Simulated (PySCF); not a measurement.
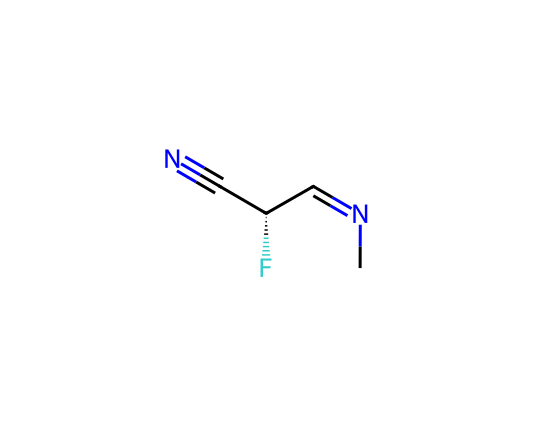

2D structure.

Write the SMILES.

C/N=C\[C@H](F)C#N

What is the molecular formula?

C4H5FN2.

An optimisation with GFN2-xTB gave a structure of which point group?

C1.

The parts below concern this one geometry. Atoms keep their numbers from picture to picture. The geometry was computed by an optimisation with GFN2-xTB. No frequency run is at hand to confirm it as a minimum.

## Dipole moment

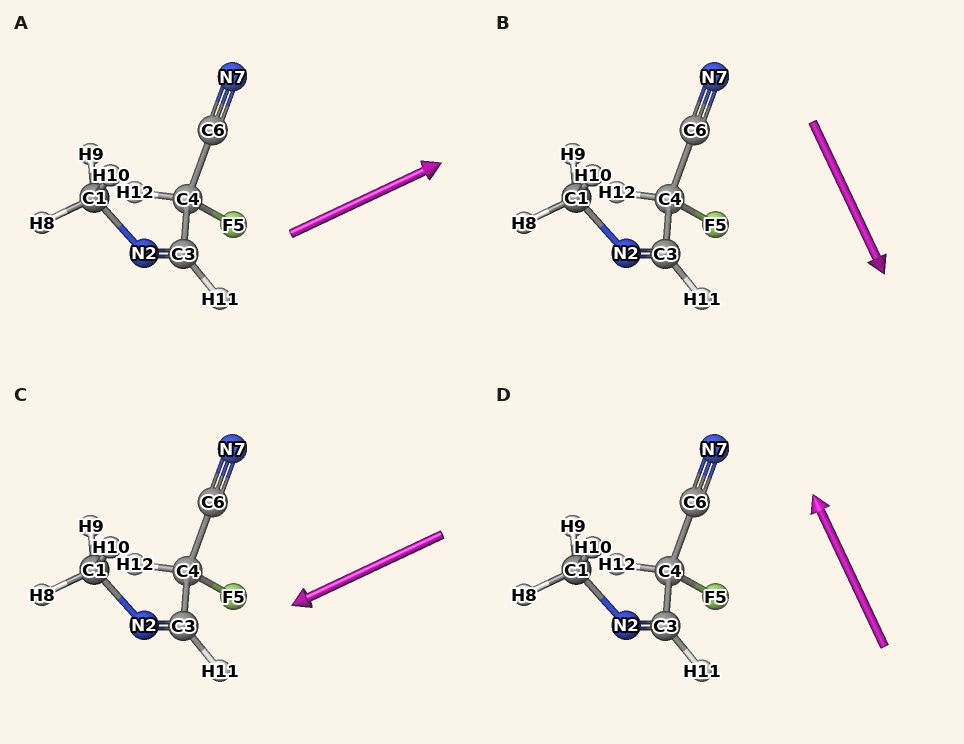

The same molecule four times, each with an arrow. No frequency run is at hand to confirm it as a minimum. Level of theory: PBE0/pcSseg-1, gas phase (PySCF 2.14.0).

Which arrow points along the dipole moment, from the negative to the positive end?

C. The dipole moment is 2.83 D; it points from the side of N7 to the side of H8 (the outermost atoms at the two ends).

## Charges

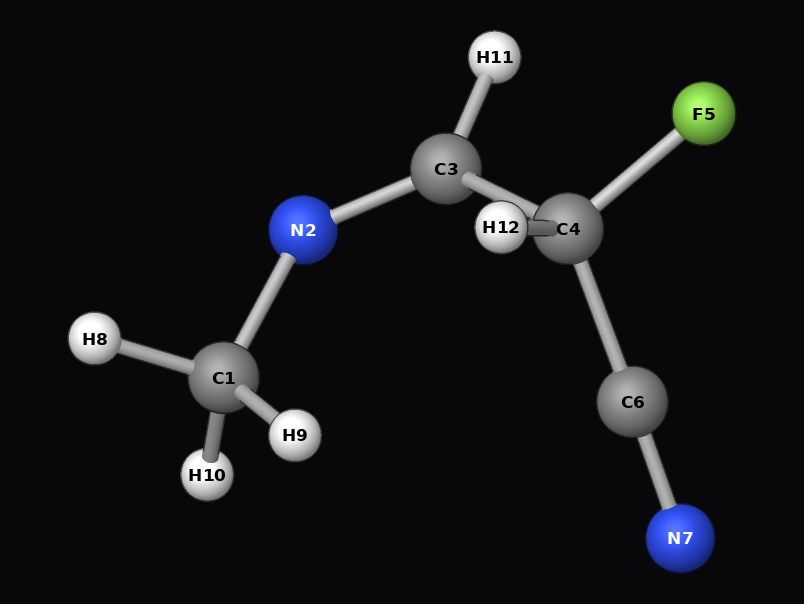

The questions are on ESP-fitted charges. No frequency run is at hand to confirm it as a minimum. Level of theory: PBE0/pcSseg-1, gas phase (PySCF 2.14.0).

Which atom carries the highest charge (most positive or least negative)?

C3, C6 (0.41 e).

And the lowest?

N2 (−0.58 e).

List the ESP-fitted charges.

```tsv
atom	value (e)
C1	0.10
N2	−0.58
C3	0.41
C4	−0.03
F5	−0.21
C6	0.41
N7	−0.44
H8	0.08
H9	−0.02
H10	0.10
H11	0.02
H12	0.16
```

## Polarisability

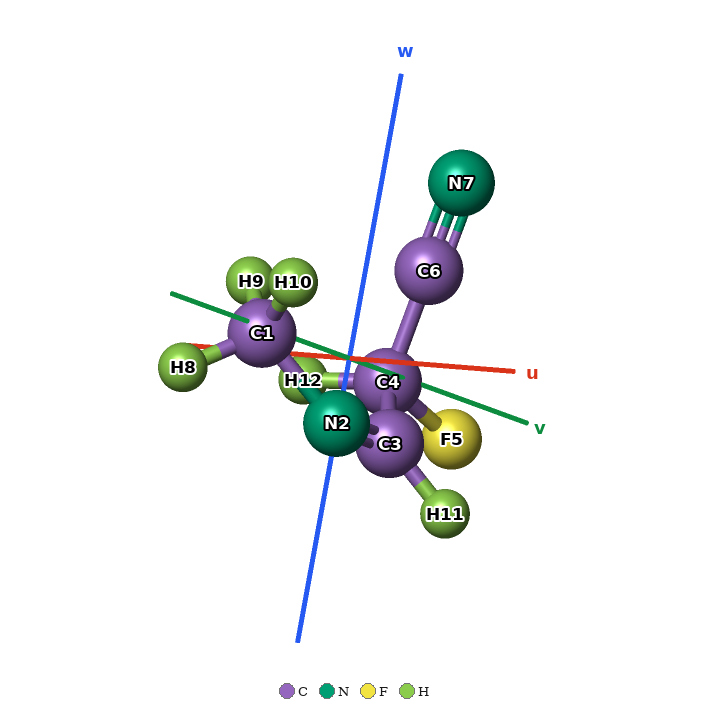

The lines u, v and w are the principal axes of the static dipole polarisability. No frequency run is at hand to confirm it as a minimum. Method: PBE0/def2-SVPD (PySCF 2.14.0).

Along which axis is the molecule most polarisable, and along which least?

Most along v (nearly parallel to the N2–C3 bond), least along u.

Give the three principal values.

u 46.7, v 68.1, w 62.6 bohr³; mean 59.2, anisotropy 19.3 bohr³.
